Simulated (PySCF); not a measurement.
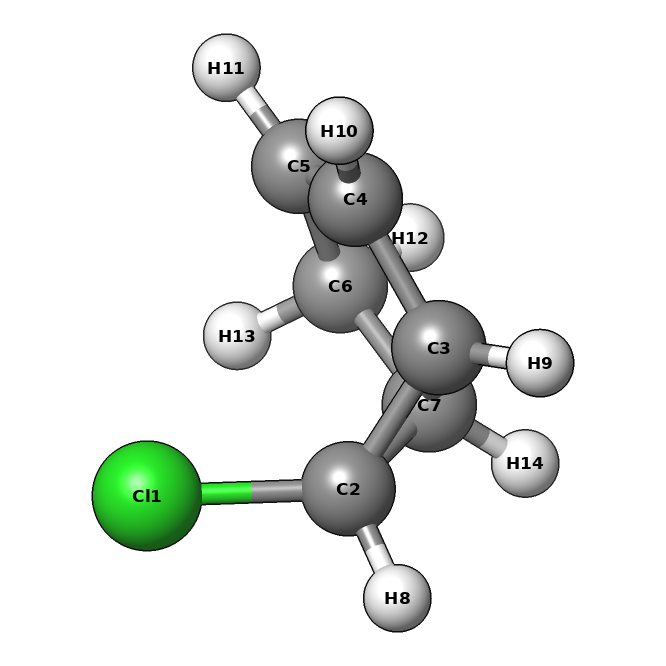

The computed structure is the end point of a PBE0-D3(BJ)/def2-SVP optimisation. No frequency run is at hand to confirm it as a minimum. Level of theory: delta-SCF UKS SCAN, pcX-2 on the ionised atom, pcseg-1 elsewhere, spin-free X2C (PySCF 2.14.0).

Give the core-electron binding energies (to vacuum; p and d levels without spin–orbit splitting) of Cl1 1s, Cl1 2p, C2 1s, C3 1s, C4 1s, C5 1s, C6 1s, C7 1s.

```tsv
atom	level	binding energy (eV)
Cl1	1s	2828.3
Cl1	2p	206.3
C2	1s	291.9
C3	1s	290.9
C4	1s	290.3
C5	1s	290.2
C6	1s	290.9
C7	1s	290.9
```
